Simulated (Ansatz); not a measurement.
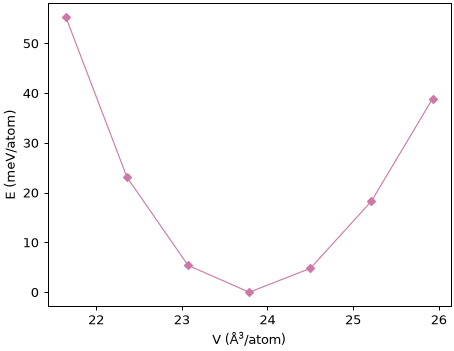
Fig. 1. LaPd$_{2}$ in space group I4/mmm (No. 139; La on 2a, Pd on 4d) under volume change, PBE in the plane-wave PAW code Ansatz, shape and atoms relaxed at each volume.

### Question
What does a third-order Birch–Murnaghan fit give for V₀, B₀ and B′?

### Answer
V₀ = 23.79 Å³/atom, B₀ = 76.4 GPa, B′ = 4.8.

The workflow started from an entry of the Crystallography Open Database (COD). Whether it is the stable phase at ambient conditions was not checked. Symmetry was held in the PBE relaxation; its stability against distortions is not shown here. The run is not spin-polarised. The volume moved by -17 % from the start of the relaxation. The volume fell by over 15 % from the filed cell, which may lack light atoms or belong to other conditions. Spin–orbit coupling is left out wherever it is not named.

Potentials: the later of the program's two PAW sets.
